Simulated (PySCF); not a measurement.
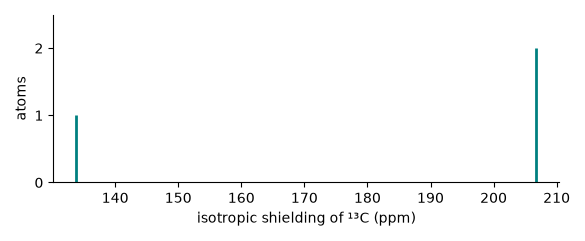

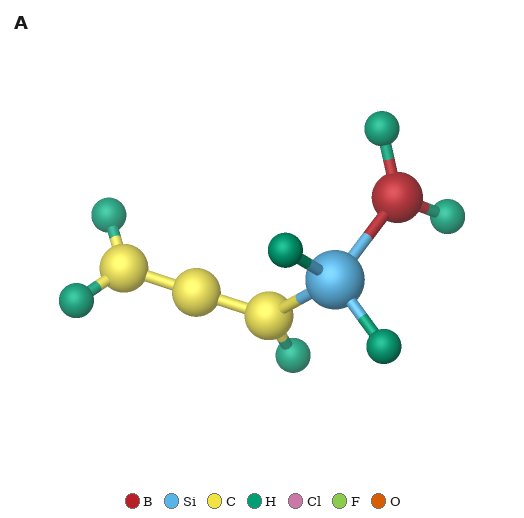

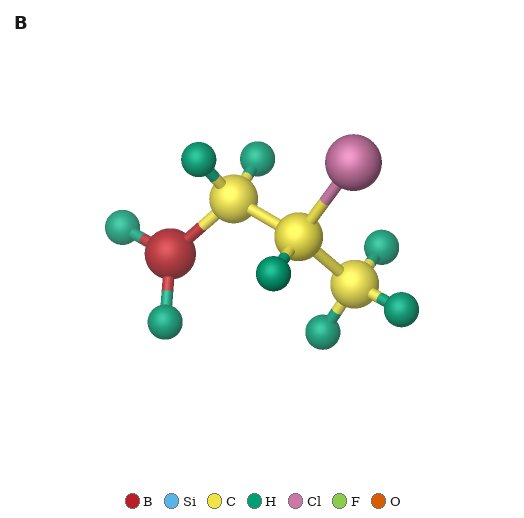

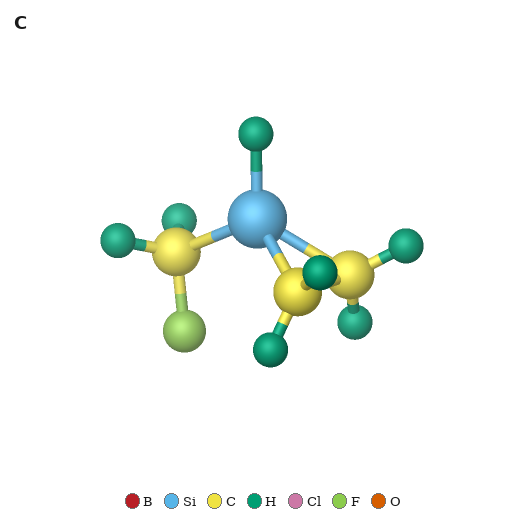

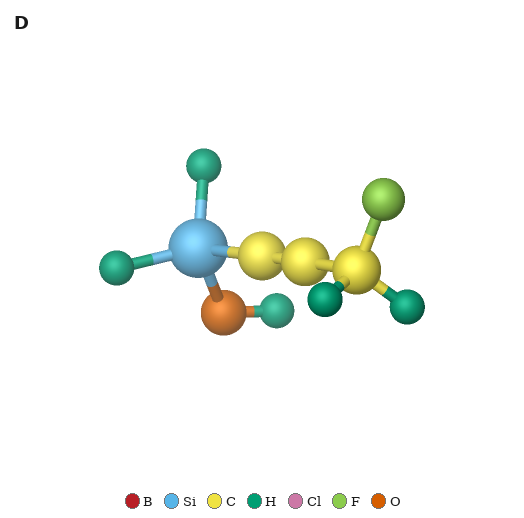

The sticks are computed shieldings of one of the molecules, for one fixed geometry (PBE0-D3(BJ)/def2-SVP) without averaging over rotations. Low shielding means a high chemical shift. Method: GIAO PBE0/6-31G NMR shielding, non-relativistic, gas phase (PySCF 2.14.0).

Question: Match the spectrum to a structure.

Answer: C, `FC[SiH]1CC1`. Its 3 C atoms give lines at 133.8, 206.8 (2 atoms) ppm.
